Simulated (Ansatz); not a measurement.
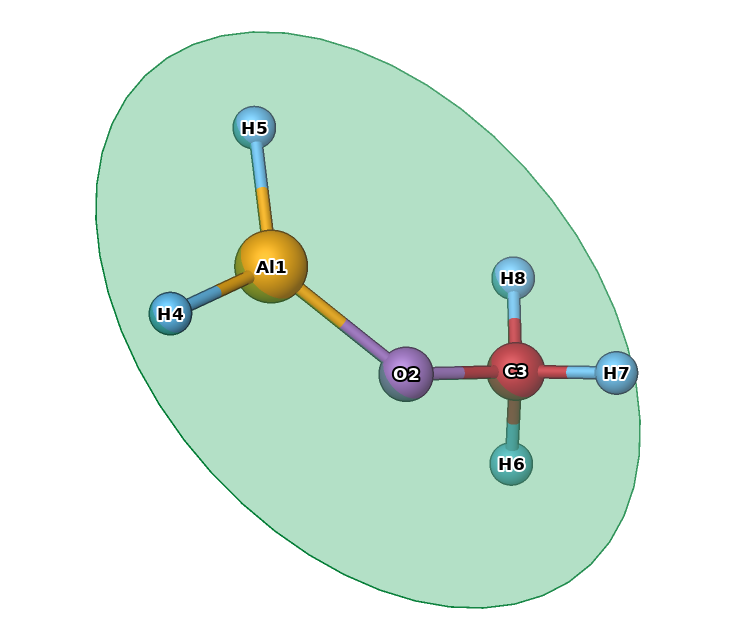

A disc through the centre of mass is drawn in. Atoms fade into the background with distance from the viewer. The geometry was computed by an optimisation with PBE0-D4/def2-TZVP.

Q: Is the plane of the disc a mirror plane of the structure?

A: Yes. The reflection leaves Al1, O2, C3, H4, H5, H8 in place and moves H6 ↔ H7. The point group is Cs.
